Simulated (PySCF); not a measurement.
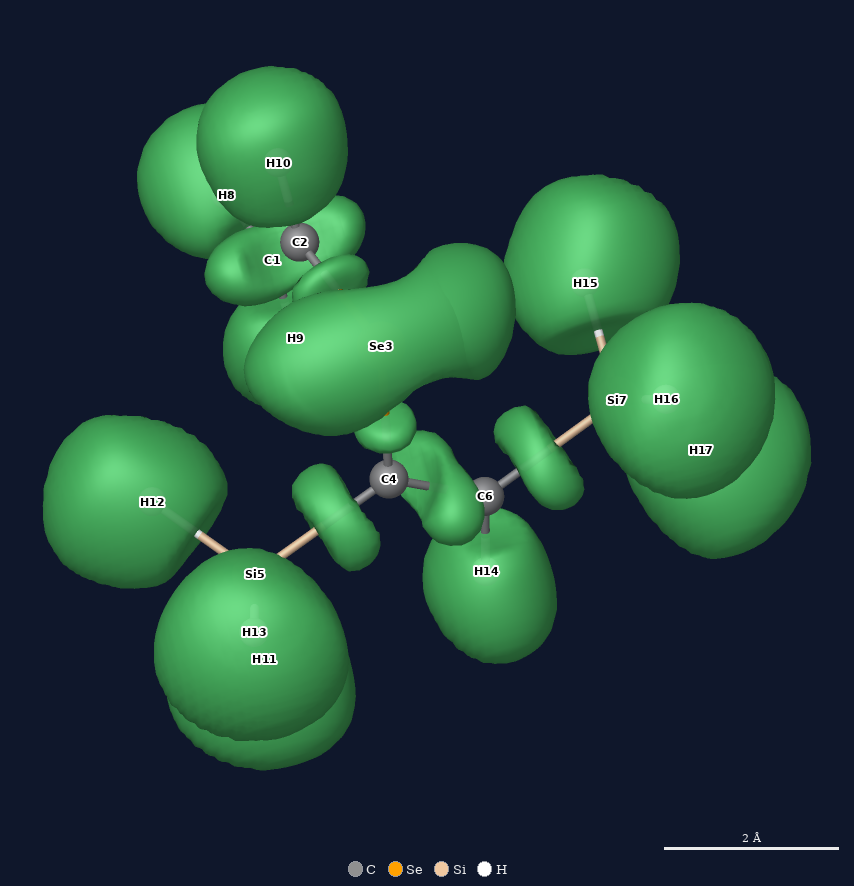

C₄H₁₀SeSi₂. Isosurface of the electron localisation function at 0.8 (green), seen across its widest extent. Core shells and regions of very low density are left out.

Geometry: GFN2-xTB.

Method: PBE0/def2-SVPD, SCF density, gas phase (PySCF 2.14.0).

```xyz
17

C     2.1348   -0.7654    0.5612
C     2.0444   -0.5747   -0.7451
Se    0.4854   -0.1047   -1.7084
C    -0.8140   -0.2406   -0.2624
Si   -1.4688   -1.9959    0.0100
C    -1.1805    0.8630    0.3797
Si   -0.5288    2.5970    0.0118
H     3.0724   -1.0267    1.0226
H     1.2825   -0.6695    1.2136
H     2.9009   -0.6593   -1.4021
H    -2.2539   -1.9941    1.2468
H    -0.3341   -2.9142    0.1116
H    -2.3052   -2.3388   -1.1412
H    -1.9053    0.7483    1.1796
H     0.9226    2.6191    0.2058
H    -0.8791    2.9690   -1.3601
H    -1.1802    3.4992    0.9657
```

**Where are the electrons localised?**

The surface consists of two regions between bonded C–C atoms (shared pairs), two regions between bonded C–Se atoms (shared pairs), two regions between bonded C–Si atoms (shared pairs), ten regions around hydrogen nuclei and one region wrapped around Se (its valence shell).

Values along the shortest contacts:
C–C (1.32 Å): the ELF peaks at about 0.90 between the atoms (a short, multiple covalent bond). C–Si (1.89 Å): the ELF peaks at about 1 between the atoms; a covalent bond.
